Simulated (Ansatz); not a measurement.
# SiH2O2F (SMILES O[Si](O)F): UHF/aug-cc-pVDZ

What is the vertical electron affinity of SiH2O2F at UHF/aug-cc-pVDZ? 

Program for the calculation: Ansatz 0.2.0.

38 further runs of the same task are left out: 38 set aside as unsound or not needed. Runs told in other sessions of the task aren't counted.

## Step 1: The molecule

The species is SiH2O2F (6 atoms), meant as a doublet with charge 0. As SMILES, `O[Si](O)F`. The coordinates come from a PBE0-D4/def2-TZVP relaxation. This is one conformer, not always the lowest.

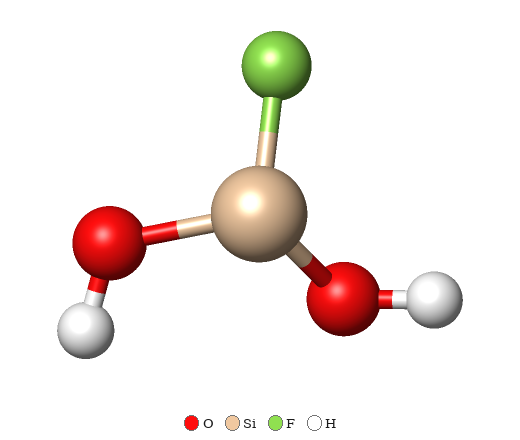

The structure, seen from a chosen angle (oxygen red, silicon light orange, fluorine green, hydrogen white).

## Step 2: The energy at UHF/aug-cc-pVDZ

Input file job.yaml:

```yaml
crystal:
  periodic: [false, false, false]
  atoms:
    - symbol: O
      position_ang: [-0.887300, 1.032000, -0.626300]
    - symbol: Si
      position_ang: [0.382900, 0.026200, -0.446500]
    - symbol: O
      position_ang: [0.346300, -0.560700, 1.083400]
    - symbol: F
      position_ang: [0.159400, -1.133900, -1.516300]
    - symbol: H
      position_ang: [-1.051600, 1.658800, 0.081100]
    - symbol: H
      position_ang: [1.092300, -1.086600, 1.378500]
basis:
  gaussian: {orbitals: aug-cc-pVDZ}
magnetization: {spin_polarized: true, initial_magnetization: 1}
hamiltonian: {xc: hf}
accuracy: high
output: {orbitals: {seedname: orbitals}}
```

Command:

```
ansatz run job.yaml --threads 1 --pin off --max-ram 3480MiB --events-out events.jsonl --progress --plain --runs-dir runs
```

Standard output:

```text
Warning: RAYON_NUM_THREADS=1 ignored (pool sized by the plan → 1); use --threads N
Functional definition: HF
  name "HF"
  exchange = exact_x
  correlation = 0
2267 factors; integrals over basis functions are off by at most 3.4e-9 eV
mean field evaluation 1: about -14673.0486 eV, gradient 3.6e1 eV
mean field evaluation 2: about -14673.0771 eV, gradient 3.6e1 eV
mean field evaluation 4: about -14678.0923 eV, gradient 2.6e0 eV
mean field evaluation 8: about -14678.1944 eV, gradient 2.0e-1 eV
mean field -14678.19515546 eV, -539.4137227251 hartree, gradient 4.4e-8 eV, S^2 0.753183; 0 other end points of the search recorded, 0 dependent functions left out
reference -14678.19515546 eV, -539.4137227251 hartree; 21, 20 occupied and 93, 94 virtual orbitals, 2267 factors
Total energy: -14678.19515546 eV, -539.4137227251 hartree
```

It took 10 s on 1 thread of Arm Neoverse N1, shared host; peak memory 0.42 GiB.

## Step 3: The singlet anion

Input file in.yaml:

```yaml
basis:
  gaussian:
    orbitals: aug-cc-pVDZ
crystal:
  periodic: [false, false, false]
  atoms:
    - {symbol: O, position_ang: [-0.887300, 1.032000, -0.626300]}
    - {symbol: Si, position_ang: [0.382900, 0.026200, -0.446500]}
    - {symbol: O, position_ang: [0.346300, -0.560700, 1.083400]}
    - {symbol: F, position_ang: [0.159400, -1.133900, -1.516300]}
    - {symbol: H, position_ang: [-1.051600, 1.658800, 0.081100]}
    - {symbol: H, position_ang: [1.092300, -1.086600, 1.378500]}
accuracy: high
hamiltonian:
  xc: hf
total_charge: -1
output: {orbitals: {seedname: orbitals}}
```

Command:

```
ansatz run in.yaml --threads 1 --pin off --max-ram 3480MiB --events-out events.jsonl --progress --plain --runs-dir runs
```

Standard output:

```text
Warning: RAYON_NUM_THREADS=1 ignored (pool sized by the plan → 1); use --threads N
[... 4 set-up lines as earlier in the session ...]
2267 factors; integrals over basis functions are off by at most 3.4e-9 eV
mean field evaluation 1: about -14676.0154 eV, gradient 2.9e1 eV
mean field evaluation 2: about -14676.0480 eV, gradient 2.9e1 eV
mean field evaluation 4: about -14677.8577 eV, gradient 3.3e0 eV
mean field evaluation 8: about -14677.9032 eV, gradient 2.6e-1 eV
mean field evaluation 16: about -14677.9040 eV, gradient 1.2e-8 eV
mean field -14677.90397900 eV, -539.4030221878 hartree, gradient 2.9e-8 eV, S^2 0.000000; 0 other end points of the search recorded, 0 dependent functions left out
reference -14677.90397900 eV, -539.4030221878 hartree; 21, 21 occupied and 93, 93 virtual orbitals, 2267 factors
Total energy: -14677.90397900 eV, -539.4030221878 hartree
```

Wall time 9.3 s (1 thread of Arm Neoverse N1, shared host); peak memory 0.35 GiB.

## Step 4: Outcome

At UHF/aug-cc-pVDZ:

| quantity | value |
| --- | --- |
| doublet SiH2O2F: total energy | -539.41372 Eh |
| doublet SiH2O2F: HOMO energy (highest over α and β) | -9.96 eV |
| doublet SiH2O2F: LUMO energy (lowest over α and β) | 0.48 eV |
| doublet SiH2O2F: ⟨S²⟩ | 0.753 |
| singlet anion: total energy | -539.40302 Eh |
| singlet anion: HOMO energy | -0.99 eV |
| singlet anion: LUMO energy | 4.20 eV |
| singlet anion: HOMO–LUMO gap (to an unbound level, set by the basis) | 5.20 eV |
| vertical electron affinity (to the singlet anion) | -0.291 eV |

What this shows: The anion lies 0.29 eV (6.7 kcal/mol) above the neutral: the electron isn't bound at this level, and such a value depends on the basis. Hartree–Fock misses the correlation that binds many anions.
